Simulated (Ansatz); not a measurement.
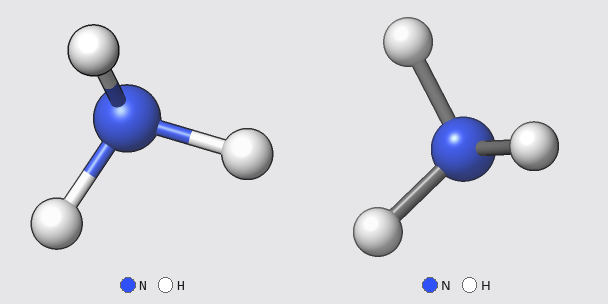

The same structure drawn twice, from different directions.

What is the molecular formula?

NH₃, 4 atoms: 1 nitrogen and 3 hydrogen.

How many atoms are distinct by symmetry?

2: 1 N, 3 H.

What is the point group of this geometry?

C3v.

More results for the same structure follow; atom numbers are the same in all pictures, views and colours differ. Computed geometry: PBE0-D4/def2-TZVP optimisation.

Vibrations

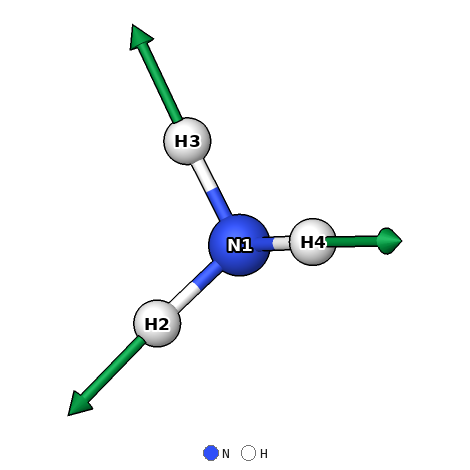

The arrows show one normal mode. Harmonic vibrations computed with RKS PBE0-D4/def2-TZVP (Ansatz 0.2.0) at a stationary point of the same level.

What kind of motion is it?

Mostly in-phase stretching of 3 N–H bonds.

Estimate its harmonic wavenumber.

3502 cm⁻¹; it is mode 4 of 6 counted from the lowest.

Charges

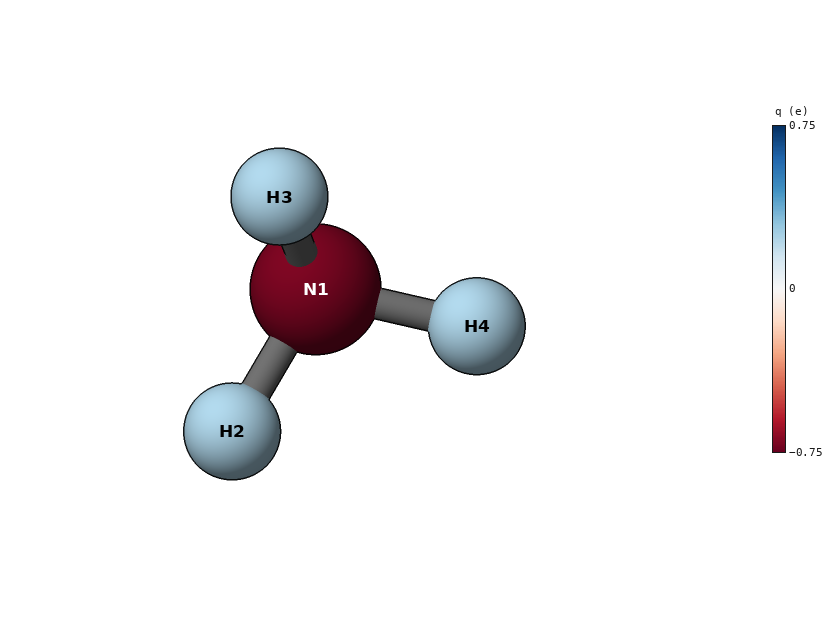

Atoms are coloured by their Mulliken charges. Level of theory: RKS PBE0-D4/def2-TZVP (Ansatz 0.2.0).

List the Mulliken charges.

```json
{"atom": "N1", "value (e)": "−0.70"}
{"atom": "H2", "value (e)": "0.23"}
{"atom": "H3", "value (e)": "0.23"}
{"atom": "H4", "value (e)": "0.23"}
```

Thermal motion

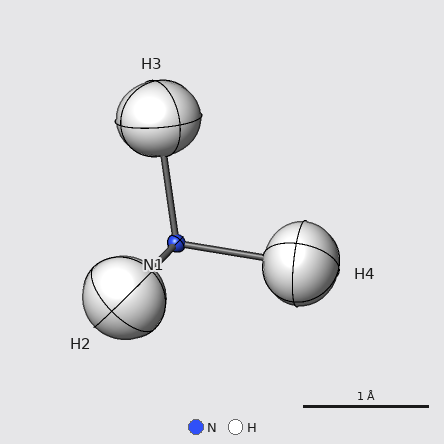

Displacement ellipsoids at the 50 % level, enlarged 3 times, from the internal vibrations of the free molecule (harmonic, no overall translation or rotation; no half-axis is drawn under 0.075 Å). Vibrations computed with RKS PBE0-D4/def2-TZVP (Ansatz 0.2.0). Temperature: 400 K.

Which atom has the largest mean-square displacement?

H2, H3, H4, with U_eq = 0.0052 Å².

Give the displacement parameters, one line for each set of equivalent atoms.

```json
{"atom": "N1", "U_eq (Å²)": "0.00011", "rms amplitudes (Å)": "0.008, 0.008, 0.014"}
{"atom": "H2, H3, H4", "U_eq (Å²)": "0.0052", "rms amplitudes (Å)": "0.066, 0.074, 0.075"}
```

Mulliken values depend strongly on the basis set and can even reverse the polarity of a bond.
